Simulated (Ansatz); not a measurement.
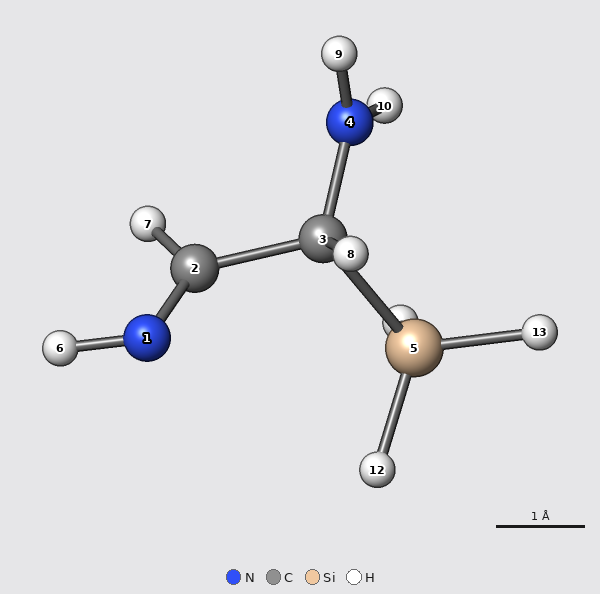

Figure 1. The input geometry (ball-and-stick view, seen at a tilt; atoms are numbered from 1 in the order of the input). Bond lengths as drawn: C–C 1.51 Å, C–H 1.11 Å, C–N 1.27 to 1.43 Å, C–Si 1.90 Å, H–N 1.01 to 1.02 Å and H–Si 1.49 Å.

## Run report: C₂H₈N₂Si, phonon calculation

The run: phonon calculation of C₂H₈N₂Si, SMILES N=CC(N)[SiH3]. Method and program: RKS CAM-B3LYP/def2-SVP (Ansatz 0.2.0).

It belongs to a series of runs on one base structure; here: vibrations at the highest image of the band. Figures and captions count atoms from 1; the log counts them from 0 in places.

Input file
```yaml
crystal:
  periodic: [false, false, false]
  atoms:
    - { symbol: "N", position_ang: [-2.224027, 0.673845, 0.299797] }
    - { symbol: C, position_ang: [-1.079554, 0.787698, -0.227844] }
    - { symbol: C, position_ang: [0.16653, 0.225734, 0.411724] }
    - { symbol: "N", position_ang: [1.351409, 0.988113, 0.144448] }
    - { symbol: Si, position_ang: [0.448638, -1.591176, -0.085239] }
    - { symbol: H, position_ang: [-2.942764, 1.099073, -0.292415] }
    - { symbol: H, position_ang: [-0.887808, 1.294148, -1.19545] }
    - { symbol: H, position_ang: [-0.045782, 0.162389, 1.496049] }
    - { symbol: H, position_ang: [1.557114, 1.822293, 0.671997] }
    - { symbol: H, position_ang: [2.041476, 0.691999, -0.5275] }
    - { symbol: H, position_ang: [0.971024, -1.626088, -1.483687] }
    - { symbol: H, position_ang: [-0.811338, -2.374152, -0.008628] }
    - { symbol: H, position_ang: [1.475581, -2.188677, 0.811446] }
basis:
  gaussian: { orbitals: def2-SVP }
hamiltonian:
  xc: cam_b3lyp
phonons: {}
```

Run on 2 threads of Arm Neoverse V2, 24 GiB of memory available, shared host.

Launched with:
```bash
ansatz run input.yaml --threads 2 --pin off --max-ram 3072MiB --backend cpu --events-out ev --progress --plain --runs-dir out
```

Output
```
Engine: ansatz 0.2.0, aarch64-unknown-linux-gnu
Functional definition: CAM-B3LYP
  parameter alpha = 0.19
  parameter beta = 0.46
  parameter omega = 0.33/bohr
  parameter ac = 0.81
  exchange = (1 - alpha - beta)*b88_x + beta*b88_x_sr(omega) + alpha*exact_x + beta*exact_x_lr(omega)
  correlation = (1 - ac)*vwn5_c + ac*lyp_c
1268 factors; integrals over basis functions are off by at most 4.2e-4 eV
426 factors; integrals over basis functions are off by at most 5.3e-7 eV
mean field evaluation 1: about -13045.7780 eV, gradient 5.3e1 eV
mean field evaluation 2: about -13045.1118 eV, gradient 5.7e1 eV
mean field evaluation 4: about -13051.8741 eV, gradient 3.2e0 eV
mean field evaluation 8: about -13051.9234 eV, gradient 2.0e-1 eV
mean field evaluation 16: about -13051.9235 eV, gradient 2.3e-5 eV
mean field -13051.92350275 eV, -479.6493418146 hartree, gradient 2.3e-5 eV, S^2 0.000000; 0 other end points of the search recorded, 0 dependent functions left out
the calculation of the forces begins
reference -13051.92363877 eV, -479.6493468131 hartree; 24, 24 occupied and 90, 90 virtual orbitals, 1268 factors
these checks for a lower state are left out or cut short: stability, starts, cluster_reference, orbital_swaps, neighbouring_geometries, increment
1268 factors; integrals over basis functions are off by at most 4.2e-4 eV
426 factors; integrals over basis functions are off by at most 5.3e-7 eV
mean field -13051.92323169 eV, -479.6493318532 hartree, gradient 2.0e-6 eV, S^2 0.000000; 0 other end points of the search recorded, 0 dependent functions left out
[... from here on the field's lines of each further geometry are left out, up to the last ...]
the calculation of the forces begins
reference -13051.92361000 eV, -479.6493457560 hartree; 24, 24 occupied and 90, 90 virtual orbitals, 1268 factors
these checks for a lower state are left out or cut short: stability, starts, cluster_reference, orbital_swaps, neighbouring_geometries, increment
1268 factors; integrals over basis functions are off by at most 4.2e-4 eV
426 factors; integrals over basis functions are off by at most 5.3e-7 eV
mean field -13051.92348160 eV, -479.6493410373 hartree, gradient 7.5e-6 eV, S^2 0.000000; 0 other end points of the search recorded, 0 dependent functions left out
the calculation of the forces begins
reference -13051.92361761 eV, -479.6493460356 hartree; 24, 24 occupied and 90, 90 virtual orbitals, 1268 factors
WARN: phonons: modes at or below zero, which the zero-point energy, F, S and C_V leave out: 1, the lowest at -563.83 cm⁻¹. A minimum has none, and a first-order saddle one
Total energy: -13051.92363877 eV, -479.6493468131 hartree
Atom 0 at    -2.224027     0.673845     0.299797 Å, force    -0.003754    -0.005659     0.002393 eV/Å
Atom 1 at    -1.079554     0.787698    -0.227844 Å, force     0.002131    -0.014651    -0.010357 eV/Å
Atom 2 at     0.166530     0.225734     0.411724 Å, force    -0.012043     0.014630     0.006246 eV/Å
Atom 3 at     1.351409     0.988113     0.144448 Å, force     0.029979     0.000466     0.005233 eV/Å
Atom 4 at     0.448638    -1.591176    -0.085239 Å, force    -0.000766    -0.004373     0.000533 eV/Å
Atom 5 at    -2.942764     1.099073    -0.292415 Å, force     0.002437     0.002982     0.000900 eV/Å
Atom 6 at    -0.887808     1.294148    -1.195450 Å, force     0.001504     0.007171     0.000604 eV/Å
Atom 7 at    -0.045782     0.162389     1.496049 Å, force     0.004057     0.001246    -0.002067 eV/Å
Atom 8 at     1.557114     1.822293     0.671997 Å, force    -0.010693     0.001997     0.003212 eV/Å
Atom 9 at     2.041476     0.691999    -0.527500 Å, force    -0.010605    -0.004372    -0.005166 eV/Å
Atom 10 at     0.971024    -1.626088    -1.483687 Å, force    -0.001374    -0.000338    -0.000879 eV/Å
Atom 11 at    -0.811338    -2.374152    -0.008628 Å, force    -0.000765    -0.000235     0.000877 eV/Å
Atom 12 at     1.475581    -2.188677     0.811446 Å, force    -0.000109     0.001134    -0.001530 eV/Å
Dipole moment:     0.269797     0.235867    -0.232003 e Å
Vibrations: -563.83 63.15 110.25 181.83 252.50 271.37 332.97 532.05 578.82 630.96 709.62 840.91 932.69 958.09 965.91 1016.43 1049.24 1128.93 1184.33 1201.22 1250.75 1339.69 1415.07 1610.28 1777.37 2231.30 2256.23 2274.85 3026.20 3031.38 3500.36 3647.90 3765.69 cm⁻¹, zero-point energy 2.731890 eV
```

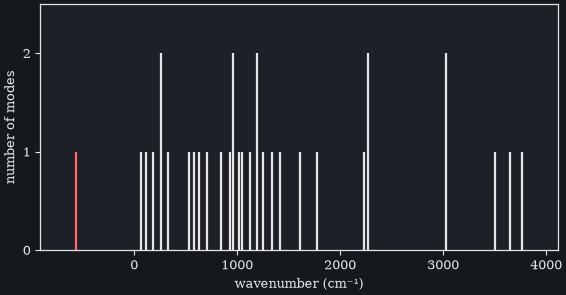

Figure 2. Harmonic vibrational wavenumbers from the force constants; neighbouring modes closer than 20 cm⁻¹ are counted in one stick, and imaginary ones are drawn at negative wavenumbers. 33 modes from 564i to 3766 cm⁻¹, 1 imaginary beyond 8i (564i cm⁻¹): a first-order saddle point, if the geometry is stationary.

Results in brief

- outcome: converged
- total energy: −13051.9236 eV
- mean-field energy: −13051.9236 eV
- largest force (length of the vector): 0.030 eV/Å
- wall time: 2.8 min (CPU time 5.4 min)
- peak memory: 0.31 GiB
